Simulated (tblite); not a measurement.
**Run report: C4H4OS, molecular dynamics**

The run: molecular dynamics of C4H4OS, SMILES Sc1ccco1. Method and program: GFN2-xTB Langevin dynamics, gas phase (tblite 0.8.0).

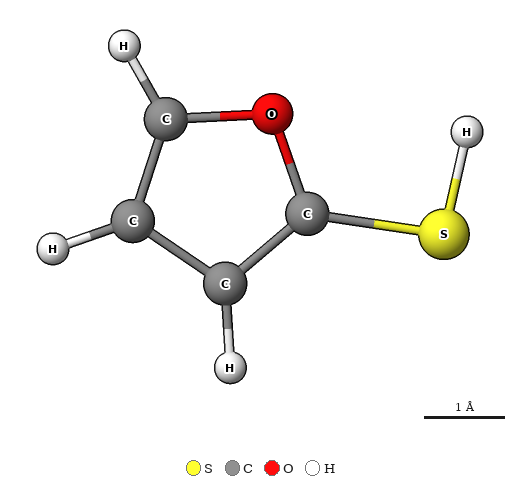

Figure 1. The input geometry (ball-and-stick view, seen at a tilt).

Input file
```
{"job": {"dt": 1.5, "steps": 8000, "equilibration": 400, "friction": 0.005, "h_mass": 4.0, "temperature": 300, "xc": "GFN2-xTB", "basis": "xTB", "kind": "md"}, "charge": 0, "multiplicity": 1}
S      2.584399    -0.279851     0.093917
C      0.840000    -0.140205     0.035815
C     -0.138282    -1.072464     0.219935
C     -1.359714    -0.373736     0.049085
C     -1.029450     0.915173    -0.222568
O      0.313092     1.068630    -0.233115
H      2.788392     1.006630    -0.178409
H     -0.000081    -2.108913     0.444539
H     -2.345346    -0.784816     0.120367
H     -1.617480     1.788169    -0.419676
```

The first line tells a small driver script what to run in tblite; the rest is the geometry in Å.

Run as:
```bash
OMP_NUM_THREADS=1 python <driver script> task.json out
```

Output
```
t/fs     T/K   E - E0/eV
     0.0    213.1    -0.0000
   525.0    436.5     0.3811
  1050.0    189.5     0.3216
  1575.0    411.0     0.3355
  2100.0    281.1     0.5449
  2625.0    260.3     0.2832
  3150.0    208.2     0.3266
  3675.0    345.1     0.3680
  4200.0    316.9     0.4597
  4725.0    319.3     0.3303
  5250.0    241.2     0.2739
  5775.0    215.4     0.2568
  6300.0    204.5     0.3901
  6825.0    274.8     0.2656
  7350.0    464.7     0.3405
  7875.0    346.5     0.3851
  8400.0    367.7     0.3694
  8925.0    293.3     0.4229
  9450.0    370.3     0.3559
  9975.0    449.2     0.3069
 10500.0    274.6     0.3858
 11025.0    253.6     0.3801
 11550.0    418.3     0.3469
 12075.0    326.6     0.2292
 12600.0    258.9     0.3549
```

Trajectory as extended XYZ (Å, eV, eV/Å), 10 of the 25 frames kept, from step=0 to step=8400
```
10
Properties=species:S:1:pos:R:3:forces:R:3 step=0 time_fs=0.0 energy=-486.88541 temperature=213.1
S     2.5844   -0.2799    0.0939    0.0000   0.0010   0.0010
C     0.8400   -0.1402    0.0358    0.0020  -0.0010  -0.0020
C    -0.1383   -1.0725    0.2199    0.0010   0.0000  -0.0020
C    -1.3597   -0.3737    0.0491    0.0000   0.0000  -0.0010
C    -1.0295    0.9152   -0.2226   -0.0010   0.0000   0.0010
O     0.3131    1.0686   -0.2331    0.0010   0.0000   0.0020
H     2.7884    1.0066   -0.1784    0.0000  -0.0010   0.0000
H    -0.0001   -2.1089    0.4445   -0.0010   0.0000   0.0010
H    -2.3453   -0.7848    0.1204    0.0000   0.0000   0.0010
H    -1.6175    1.7882   -0.4197   -0.0030   0.0020  -0.0010
10
Properties=species:S:1:pos:R:3:forces:R:3 step=1050 time_fs=1575.0 energy=-486.54994 temperature=411.0
S     2.5871    0.2183   -0.1529   -0.8180  -0.8310  -0.5230
C     0.9851   -0.6622   -0.1740    1.2730   1.6900  -0.2920
C     0.6033   -1.8595   -0.6443   -1.7060  -0.7150   0.3990
C    -0.8667   -1.8804   -0.4187    1.8860  -0.5510  -0.1130
C    -1.1370   -0.6664    0.1152   -1.2250   0.6650  -0.4100
O    -0.0449    0.1319    0.1854   -0.4490  -0.9860   0.3760
H     2.6288    0.3717    1.1516   -0.0670   0.0690   0.4000
H     1.2400   -2.6403   -1.0271   -0.2780   0.1720   0.1330
H    -1.5100   -2.7583   -0.5397    0.4200   0.8190  -0.0440
H    -2.1235   -0.2081    0.3120    0.9650  -0.3320   0.0740
10
Properties=species:S:1:pos:R:3:forces:R:3 step=1750 time_fs=2625.0 energy=-486.60218 temperature=260.3
S     2.2909   -0.2241    0.3171    0.0870   0.4490  -1.1730
C     0.7206   -0.9133    0.0359   -0.9140  -0.3120  -0.4510
C    -0.2170   -0.7806   -0.9977    2.0270  -0.5790   2.8540
C    -1.2897   -1.5111   -0.5363   -1.9020  -0.9990  -0.1550
C    -1.0040   -2.1189    0.6433    1.1450   0.9790   0.4760
O     0.2662   -1.7147    1.0474   -1.0830   0.1700  -1.4050
H     2.2365   -0.6999    1.5012    0.3140  -0.3870   1.3310
H    -0.0929   -0.2851   -1.8845    0.2010   0.9990  -1.4830
H    -2.2312   -1.5855   -1.0517    0.0160  -0.1690   0.0050
H    -1.6037   -2.6589    1.3421    0.1100  -0.1530   0.0010
10
Properties=species:S:1:pos:R:3:forces:R:3 step=2800 time_fs=4200.0 energy=-486.42575 temperature=316.9
S     3.2084    0.5790    2.8526   -0.6750  -0.0640   0.0220
C     1.5026   -0.0392    2.6703    1.8590  -0.2540  -0.5180
C     0.6869    0.1080    1.5891   -0.4950   0.4320   0.1030
C    -0.4402   -0.7930    1.8665    2.3400   0.8050  -0.4220
C    -0.0278   -1.5333    2.9442   -0.6150   1.1240  -0.3010
O     1.1284   -1.0496    3.4418   -0.0840  -0.3140   0.6000
H     3.7198   -0.1248    3.8967   -0.6900   0.0450  -0.3570
H     0.9428    0.8440    0.7919   -0.8860  -0.9240   0.8120
H    -1.2465   -0.8382    1.1820   -0.4830  -0.4030   0.0790
H    -0.5230   -2.2105    3.5939   -0.2710  -0.4480  -0.0190
10
Properties=species:S:1:pos:R:3:forces:R:3 step=3850 time_fs=5775.0 energy=-486.62861 temperature=215.4
S     4.3887   -1.1675    3.2615   -1.0100   0.6960   0.5330
C     2.6820   -0.5692    3.3808   -0.6330  -0.1880   0.4840
C     1.8648   -0.0297    4.3675    0.6370  -0.1800   0.7840
C     0.5469    0.1309    3.8482    1.6160  -0.7640  -1.5280
C     0.6896   -0.3643    2.5680   -1.5480   0.3050  -0.0570
O     1.9167   -0.7792    2.2844    0.5130  -0.0550   0.0470
H     4.1525   -1.9813    2.2473   -0.1570  -0.0520  -0.1720
H     2.1114    0.1210    5.4167    0.2030   0.1570  -0.6040
H    -0.3174    0.5974    4.2590    0.0170  -0.1290   0.2400
H    -0.0598   -0.5343    1.7954    0.3620   0.2080   0.2730
10
Properties=species:S:1:pos:R:3:forces:R:3 step=4550 time_fs=6825.0 energy=-486.61985 temperature=274.8
S     3.6112   -1.0217    3.5775   -0.3070  -0.4620  -0.4840
C     2.1961   -0.0177    3.7636   -0.5040   0.3140   0.6100
C     1.3139    0.3231    4.7887    1.4000  -0.2810  -1.4150
C     0.4175    1.2279    4.1531   -0.8720  -0.2820   1.8120
C     0.7609    1.2993    2.8717    0.5970   0.5270  -2.0850
O     1.8691    0.5865    2.5929   -0.3040  -0.3730   1.1870
H     3.1807   -1.3286    2.3117    0.5830   0.0270   0.6300
H     1.3860   -0.0254    5.8035   -0.1650   0.1890  -0.2350
H    -0.4227    1.6791    4.6595    0.1790   0.0060  -0.2800
H     0.4584    1.8059    1.9767   -0.6070   0.3370   0.2590
10
Properties=species:S:1:pos:R:3:forces:R:3 step=5600 time_fs=8400.0 energy=-486.51597 temperature=367.7
S     3.5214   -0.5652    2.0051    1.1660  -1.1410   0.8630
C     2.1579    0.1274    2.8103   -0.3970   1.0200  -1.9400
C     1.8590    0.3027    4.0938   -0.6180  -0.0080   2.2030
C     0.5505    0.8910    4.1663    1.7700  -0.8710  -1.6750
C     0.1926    1.0290    2.8803   -1.2830   1.4980  -1.1960
O     1.1711    0.6666    2.0371   -0.0050  -0.7830  -0.0940
H     3.5973   -0.0998    0.7846   -0.6470   0.6300  -0.3830
H     2.3945    0.0362    4.9777    0.3650  -0.1810  -0.0680
H     0.0501    1.1517    5.0121   -1.1280   0.4520   1.7660
H    -0.6727    1.5332    2.3988    0.7780  -0.6160   0.5240
10
Properties=species:S:1:pos:R:3:forces:R:3 step=6650 time_fs=9975.0 energy=-486.57854 temperature=449.2
S     4.8182    0.0321    1.5238   -0.1660  -0.2070   0.0510
C     3.2845   -0.1469    2.3710   -0.0130   0.4930   0.4370
C     3.0369   -0.2584    3.7323   -1.6050   0.9070  -2.4100
C     1.6358   -0.0367    3.8521   -1.1350  -0.3190   0.5110
C     1.1620    0.0617    2.5826    0.3450   0.4880  -0.3750
O     2.1576    0.0986    1.6633    0.2510  -0.7880   0.7490
H     4.2623    0.1773    0.3190   -0.0060  -0.0310   0.1050
H     3.7804   -0.3339    4.4205    1.4060  -0.3210   1.7150
H     0.8952    0.0560    4.6925    1.4990  -0.4210  -0.7190
H     0.1882    0.1336    2.1783   -0.5750   0.1990  -0.0650
10
Properties=species:S:1:pos:R:3:forces:R:3 step=7350 time_fs=11025.0 energy=-486.50529 temperature=253.6
S     5.2025    1.9971    1.5174    0.0700   0.5640  -0.1530
C     3.8573    0.9173    1.6609   -0.3100  -1.7350   0.8180
C     3.4157    0.1889    2.7737   -0.4590   1.6280  -1.1020
C     2.4888   -0.7524    2.2225   -0.1250  -0.0830   2.4230
C     2.5897   -0.7141    0.9019    0.8600   2.2340  -0.8900
O     3.3789    0.3614    0.5210    0.2160  -0.7510   0.6220
H     4.8695    2.4312    0.2918    0.0800  -0.0990   0.1700
H     3.5068    0.5420    3.7986    0.1000  -0.4990  -0.5150
H     1.7834   -1.2856    2.8495    0.4780  -0.3120  -0.3860
H     2.1591   -1.1553    0.0751   -0.9100  -0.9470  -0.9870
10
Properties=species:S:1:pos:R:3:forces:R:3 step=8400 time_fs=12600.0 energy=-486.53049 temperature=258.9
S     3.7946    1.1005   -0.2694   -0.1040   0.3870   0.1960
C     3.9595    0.3493    1.3084    0.4150  -0.5840  -0.3740
C     4.9463    0.5131    2.2318    0.9240   1.4350   0.5760
C     4.7810   -0.5442    3.1399    0.2000  -0.0500  -0.2260
C     3.7843   -1.3364    2.7092   -0.3950   1.4130  -1.5700
O     3.2669   -0.7897    1.5398    0.1100  -0.2170   1.0070
H     3.4823   -0.0308   -0.8641   -0.1790  -0.2580  -0.1920
H     5.6726    1.3482    2.4138   -1.0300  -1.0350  -0.6750
H     5.4451   -0.8064    3.8945    0.6770  -0.0400   1.2300
H     3.2946   -2.0952    3.2265   -0.6170  -1.0500   0.0290
```

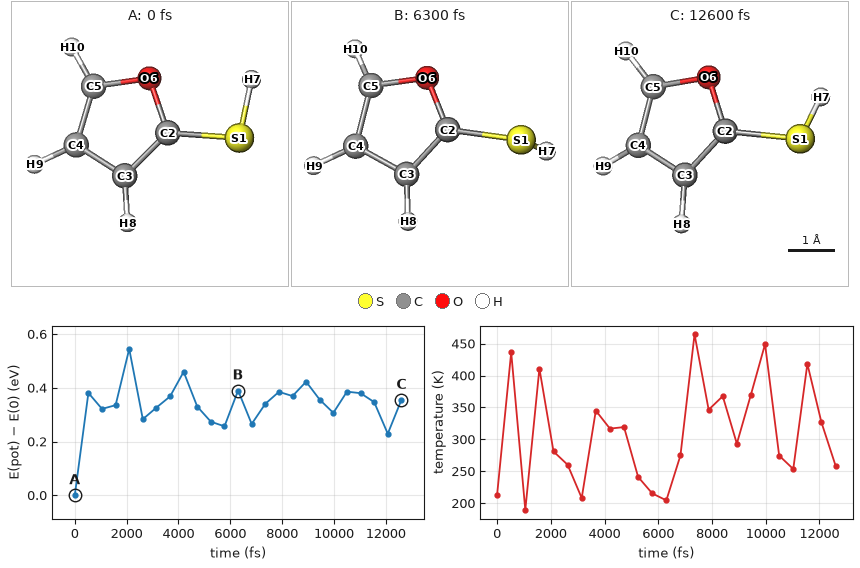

Figure 2. Frames of the molecular dynamics (ball-and-stick, seen at a tilt) above the curves, on which the letters mark them. The trajectory kept here has 25 frames over 12600 fs. The temperature starts at 213 K, ranges from 190 to 465 K and averages 331 K over the second half. The potential energy ends 0.355 eV above its first value. After an unweighted best fit of the last frame on the first, the root-mean-square displacement is 0.26 Å, and H7 has moved furthest (0.53 Å).

Key numbers

- outcome: finished
- mean temperature over the second half: 331 K
- trajectory: 25 frames kept, 12600 fs
- hardware: 1 CPU thread, shared host
- wall time: 39 s
- peak memory: 0.42 GiB
